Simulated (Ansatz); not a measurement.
**CH3Cl2Y (SMILES [CH3][Y]([Cl])[Cl]): density, localisation and related maps**

```csv
atom,x (Å),y (Å),z (Å)
C,-0.1302,1.1081,-0.0313
Y,0.1075,-1.1835,0.1759
Cl,2.3759,-1.9773,0.6734
Cl,-1.8223,-2.5078,-0.5620
H,-1.0935,1.4717,0.3511
H,0.6578,1.6751,0.4799
H,-0.0951,1.4138,-1.0871
```

Geometry: PBE0-D4/def2-TZVP; core potentials replace the inner electrons of Y.

Theory: RKS PBE0-D4/def2-TZVPP in Ansatz 0.2.0.

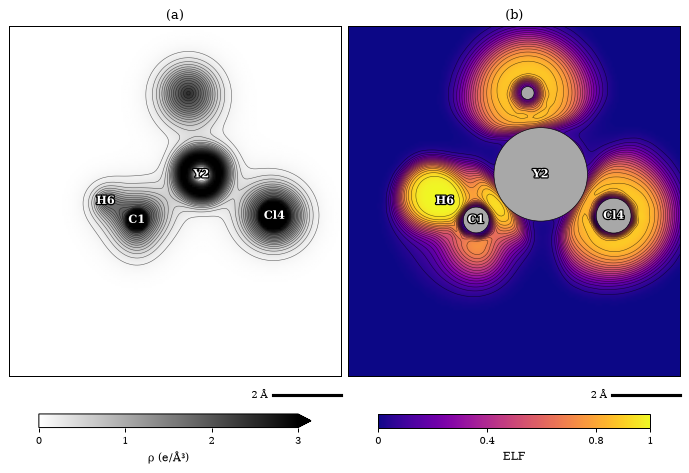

Figure 1. (a) electron density; (b) electron localisation function on the plane of atoms C1, Y2 and Cl4. Grey discs cover the atomic cores in the ELF map.

Interpret the plot.

Answer.
- The plane passes through C, Y, Cl and H nuclei.
- C–Y (2.31 Å): ρ is about 0.57 e/Å³ halfway; the ELF peaks at about 0.95 in the valence shell of C, 0.7 Å from its nucleus, and is about 0.45 at the midpoint.
- Y–Cl (2.45 Å): ρ is about 0.48 e/Å³ halfway; the ELF peaks at about 0.85 in the valence shell of Cl, 0.8 Å from its nucleus, and is about 0.30 at the midpoint: an ionic contact with no shared pair.
- C–H (1.10 Å): ρ is about 1.9 e/Å³ halfway; the ELF climbs to about 1 towards the hydrogen, as it does in any bond to H: an ordinary covalent bond to hydrogen.

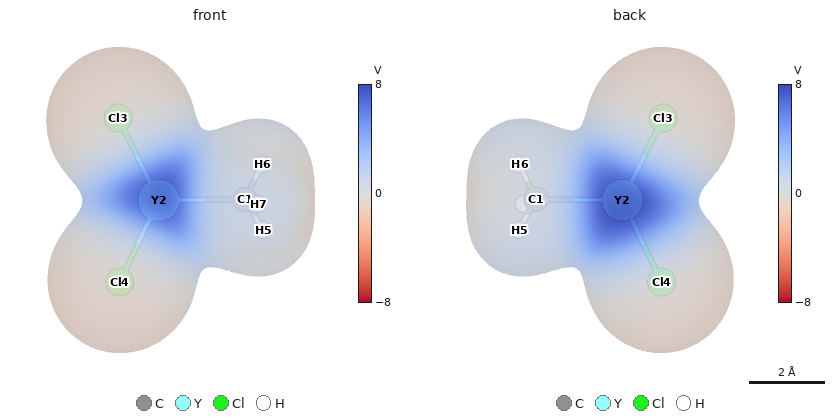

Figure 2. The electrostatic potential painted on the density surface at 0.002 e/bohr³, seen from the front and from behind; red is negative and blue positive.

Describe the electrostatic potential map.

Answer. The most negative region (about −0.7 V) lies over Cl3 and Cl4, the most positive (about +7.8 V) over Y2.

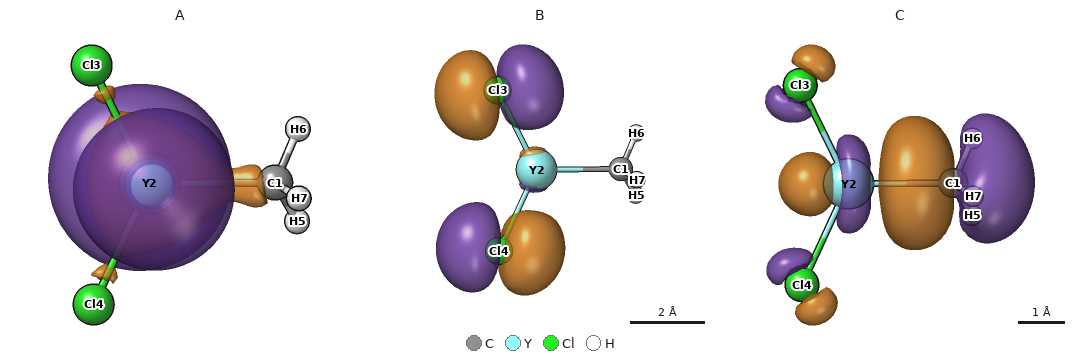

Figure 3. Three frontier orbitals at ±0.08 Å⁻³ᐟ² (orange and purple are the two phases), in no order.

Order the three orbitals by energy and name them.

Answer. B is the HOMO−1 (−8.89 eV). It lies mainly on Cl3 (about 45 %) and Cl4 (about 45 %); largely a combination of lone pairs on Cl3 and Cl4. C is the HOMO (−7.35 eV). It lies mainly on C1 (about 55 %) and Y2 (about 25 %). A is the LUMO (−2.49 eV). It lies mainly on Y2 (about 90 %).

What is the HOMO–LUMO gap?

Answer. 4.86 eV between the orbital energies.

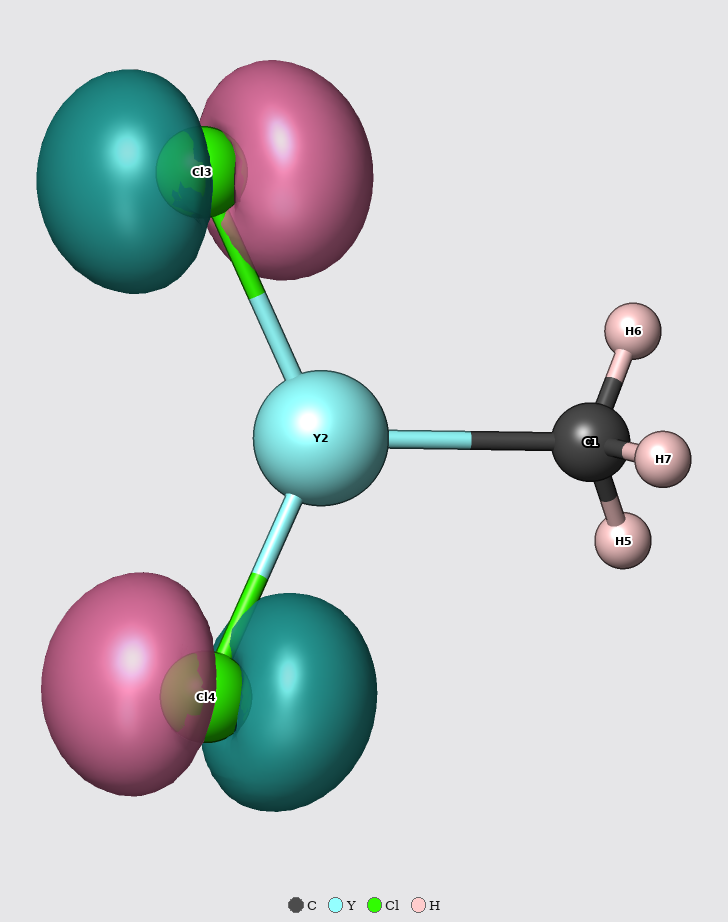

Figure 4. The HOMO−1 at ±0.15 Å⁻³ᐟ² (teal and pink are the two phases), seen at a tilt.

What is the character of this orbital?

Answer. Its weight (Hirshfeld) is mainly on Cl3 (about 45 %) and Cl4 (about 45 %); largely a combination of lone pairs on Cl3 and Cl4. Its energy is −8.89 eV.
